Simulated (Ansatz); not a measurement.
# Gate voltage at the highest density: 1T-PtSe2 monolayer

A layer charged from one gate needs a voltage that grows with the carrier density; the slope is e over the total capacitance.

Set-up. Ansatz 0.2.0, plane waves with PAW datasets (its set soft_2), PBE-D3(BJ); isolated slab, charged sheet 4 Å from the outer atoms behind model barriers, atoms held, Fermi-Dirac smearing of 0.05 eV. The voltage is that of the gate against the layer's Fermi level, from the uncharged case, which has a gap of 1.37 eV.

```
  run  added electrons (10¹³ per cm²)  gate voltage (V)
run 1                            0.50              0.80
run 2                            2.00              1.67
run 3                            6.00                 ?
```

Q: Estimate the withheld value from the rows shown.

Two rows fix a line: slope = (1.67 − 0.80) / (2.00 − 0.50) = 0.5800, intercept 0.5100. The capacitance is 1.602/0.5800 = 2.76 µF/cm², against 2.21 µF/cm² for plates 4 Å apart in vacuum; it is the larger, as where the added charge has its centre outside the outer atoms (not examined here). The intercept is mostly the shift of the Fermi level from inside the gap to the band edge. At 6.00 it gives 0.5800 × 6.00 + 0.5100 = 3.99 V, beyond the rows fitted. Rounding of the rows alone allows about ±0.032 V there; two rows can't show whether the line holds.

The run itself gives 3.83 V: a miss of −0.16 V, or 4.2 % of the value. The capacitance rises towards the highest density.

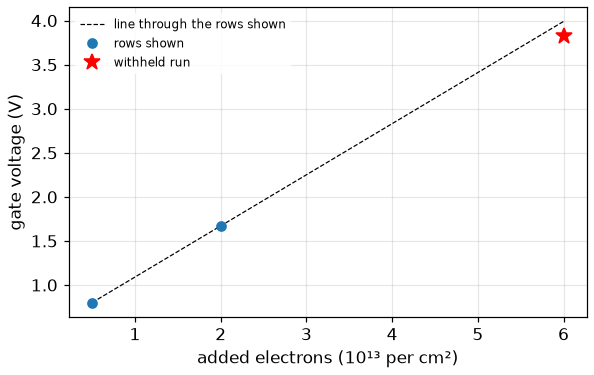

The fit and the withheld run.

**Limits.** The gates are model sheets, not atoms, and low densities sample few k-points. Spin-orbit coupling is left out, which changes the bands of elements this heavy.

[Logs are printed without paths, hosts, clocks, repeated set-up lines and the standing remarks that a program may print on its own settings, such as how far it seeks lower states.]
